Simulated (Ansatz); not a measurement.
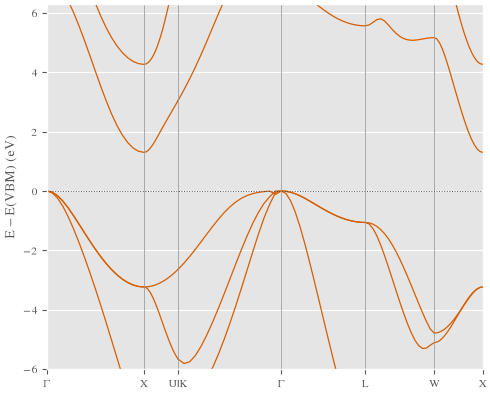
Fig. 1. Band structure from LDA (plane waves, PAW; program Ansatz)

Problem. Read off the gap and where the band edges lie.

Solution. About 1.3 eV (1.30 eV by a search for the band edges); maximum at Γ, minimum at X.

Problem. Which of these materials gives this?
(A) InP, zinc blende
(B) BeS, zinc blende
(C) GaN, zinc blende
(D) SiC, zinc blende

Solution. D, SiC, zinc blende

Space group F-43m (zinc blende). The cell was relaxed with LDA under the symmetry of its start.

Potentials: the earlier of the program's two PAW sets. The files were generated under PBE; for other functionals the program regenerates the frozen cores, and for LDA and PBEsol the local potential too.
